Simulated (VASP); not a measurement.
Shape and ions are relaxed at each volume.

Energy against volume of SiC (wurtzite). Level of theory: rev-vdW-DF2, VASP's PBE PAW potentials (set 64) (plane waves; VASP).

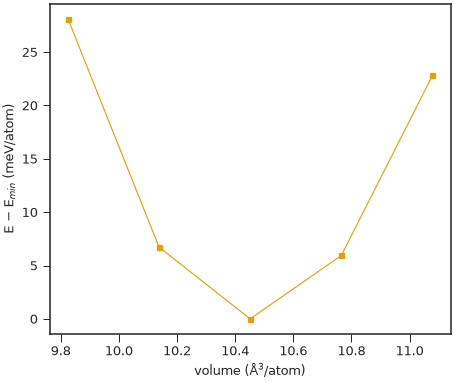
Fig. 1. Energy against volume

**Question.** Estimate the equilibrium volume and the bulk modulus.

**Answer.** The minimum lies near 10.5 Å³/atom, and the curvature gives B0 of about 220 GPa.

The compound is SiC in the wurtzite structure, the rare 2H polytype. It was relaxed first.
